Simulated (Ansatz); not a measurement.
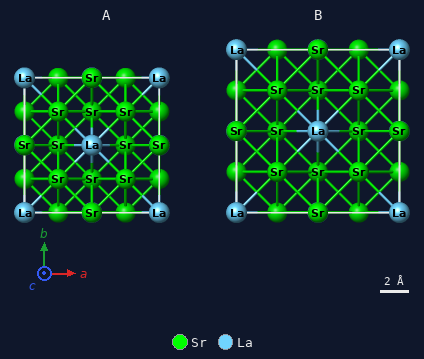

Two geometries of a crystal of Sr7La (a generated structure, set up in Fm-3m) (coarse preliminary run), drawn at one scale. One is the start of a relaxation, the other its converged end. The picture is a ball-and-stick view of the conventional cell (4 times the calculation's cell), seen along the c axis. Lengths and directions refer to the drawn axes.

Theory: Ansatz 0.2.0, DFT PBE, scalar-relativistic, plane waves, PAW. Set-up: plane-wave cutoff 420 eV; k-point mesh 4 × 4 × 4; occupations gaussian; smearing width 0.1 eV; no spin polarisation; cell and atoms relaxed; force threshold 0.04 eV/Å; at most 70 steps.

> Which of the two is the end point?

Structure B is the relaxed one. The energy falls by 924 meV per atom in 5 accepted moves (6 points after the start). All forces vanish by symmetry, so only the cell relaxes. Pressure: 18.55 GPa at the start and 0.39 GPa at the end. The SCF was repeated once at an unchanged geometry on a basis and grid sized afresh for the cell, which shifted the energy by 12.2 meV per atom at most. No atom moves by more than 0.005 Å relative to the cell. Cell: a = b = c 9.716 → 11.748 Å (+20.9 %). Volume +76.7 %. Near-neighbour distances that change, for instance: Sr–Sr 3.435 → 4.153 Å, La–Sr 3.435 → 4.153 Å. The space group stays Fm-3m (No. 225).
